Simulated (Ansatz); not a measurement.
**Al (Fm-3m): Drude plasma energy against volume**

The cell of Al (Fm-3m) is scaled evenly and the response computed anew at each volume, on one mesh.

Symmetry: Fm-3m, No. 225, cubic system. Conventional cell: a = 4.050 Å, b = 4.050 Å, c = 4.050 Å, α = 90.00°, β = 90.00°, γ = 90.00°. Around Al on site a lie 12 Al at 2.86 Å.

Method: Ansatz 0.2.0, PBE, independent particles, k-mesh 18×18×18 with interpolation inside its cells, Gaussian parameter 0.1 eV.

Launch of the response step: `ansatz run input.yaml --threads 4 --pin off --max-ram 8192MiB --backend cpu --events-out ev --progress --plain --runs-dir out`. The series took 38 s in all, on 4 threads of Arm Neoverse V2 (shared host).

| V/V₀ | V (Å³, primitive cell) | Drude plasma energy (eV) |
| --- | --- | --- |
| 0.94 | 15.61 | 12.4013 |
| 0.96 | 15.94 | 12.4151 |
| 0.98 | 16.27 | 12.4360 |
| 1.00 | 16.60 | 12.4606 |
| 1.02 | 16.93 | ? |
| 1.04 | 17.27 | 12.5179 |
| 1.06 | 17.60 | 12.5493 |

For small changes the quantity should be close to linear in ln V.

Working, on the rows shown:

| x = ln(V/V₀) | y = Drude plasma energy |
| --- | --- |
| -0.0618754 | 12.4013 |
| -0.040822 | 12.4151 |
| -0.0202027 | 12.436 |
| 0 | 12.4606 |
| 0.0392207 | 12.5179 |
| 0.0582689 | 12.5493 |

Means: x̄ = -0.0042351, ȳ = 12.463. Σ(x − x̄)(y − ȳ) = 0.01351, Σ(x − x̄)² = 0.01073. Slope = 0.01351 / 0.01073 = 1.259; intercept = ȳ − slope · x̄ = 12.469. The line misses the rows shown by up to 0.011 eV, in a bent pattern, so a parabola y = c₀ + c₁x + c₂x² is fitted. The sums Σx = -0.025410484, Σx² = 0.01083668, Σx³ = -5.4996726e-05, Σx⁴ = 3.1495593e-05, Σy = 74.7802, Σxy = -0.30319048 and Σx²y = 0.13510794 in the three normal equations give c₀ = 12.46, c₁ = 1.263, c₂ = 4.858; the parabola misses the rows by at most 0.0014 eV.

**Question.** Predict the last column of the withheld row from the fit.

**Answer.** At x = 0.019803 the parabola gives y = 12.487 eV. The run gave 12.4881 eV, so the interpolation is off by 0.0012 eV, 0.8 % of the range in the table.

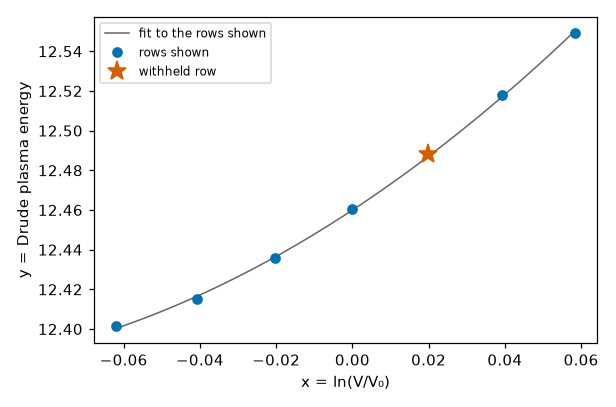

Between the rows on either side of x = 0 the slope is (12.4881 − 12.436) / (0.019803 − (-0.020203)) = 1.302. So d ln ωp/d ln V = +0.10; free electrons would give −0.50. The values come from a sum over the points of one k-mesh and carry its error, which is largest for Fermi-surface quantities.
